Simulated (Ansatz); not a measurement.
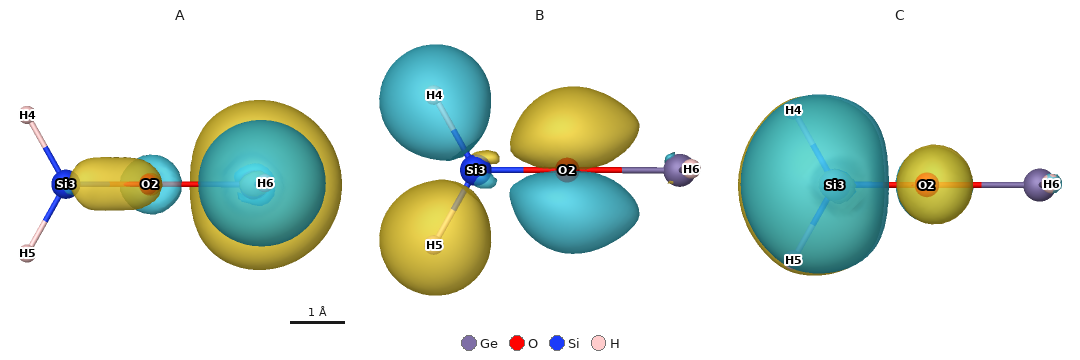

Figure. GeH3OSi (charge +1). Three frontier orbitals at ±0.1 Å⁻³ᐟ² (yellow and cyan are the two phases), in no order.

Geometry: B3LYP/6-31G*.

Theory: Ansatz 0.2.0, isolated molecule in a Gaussian basis; Kohn-Sham density functional theory, functional PBE0.

```xyz
6

Ge    1.0690   -1.0583    2.0845
O    -0.3972   -2.3319    2.0338
Si   -1.5320   -3.3887    1.8253
H    -2.8446   -2.9461    1.3293
H    -1.2584   -4.8048    2.1162
H     0.7011   -0.7244    3.6100
```

**Order the three orbitals by energy and name them.**

B is the HOMO−1 (−15.09 eV). It lies mainly on O2 (about 45 %), Si3 (about 20 %), H4 (about 15 %) and H5 (about 15 %). A is the HOMO (−11.96 eV). By Hirshfeld shares it lies mainly on Ge1 (about 65 %) and H6 (about 25 %). C is the LUMO (−7.80 eV). It lies mainly on Si3 (about 75 %) and O2 (about 10 %).

**What is the HOMO–LUMO gap?**

4.16 eV between the orbital energies.
